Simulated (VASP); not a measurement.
Here is the system:

```yaml
crystal:
  lattice:
    - [-3.24501, 4.54876, 2.93253]
    - [3.24501, -4.54876, 2.93253]
    - [3.24501, 4.54876, -2.93253]
  atoms:
    - { symbol: Si, position: [0.75000, 0.75000, 0.00000] }
    - { symbol: Si, position: [0.25000, 0.25000, 0.00000] }
    - { symbol: Se, position: [0.36852, 0.69917, 0.06770] }
    - { symbol: Se, position: [0.63148, 0.30083, 0.93230] }
    - { symbol: Se, position: [0.13148, 0.19917, 0.33065] }
    - { symbol: Se, position: [0.86852, 0.80083, 0.66935] }
```

Calculation: PBEsol GGA, VASP's PBE PAW potentials (set 64) (plane waves; VASP). Numerical set-up: 400 eV cut-off, 6×6×6 Γ-centred mesh, tetrahedra with Blöchl corrections, potentials Si Se.

Without a dispersion term in the relaxation, distances and binding between the weakly bound layers, chains or molecules are unreliable, and so is what depends on them.

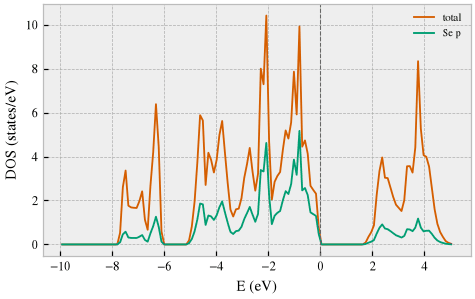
Total and projected density of states, zero at the valence-band maximum

Within 2 eV below the valence-band maximum the largest weight inside VASP's projection spheres is Se p.

The gap is direct, 1.64 eV, from the valence maximum at X to the conduction minimum at X.

The structure comes from a computed database's SiSe2 entry (Ibam); how it stands against other phases isn't given here. It was relaxed first, which changed the volume by -8 %.
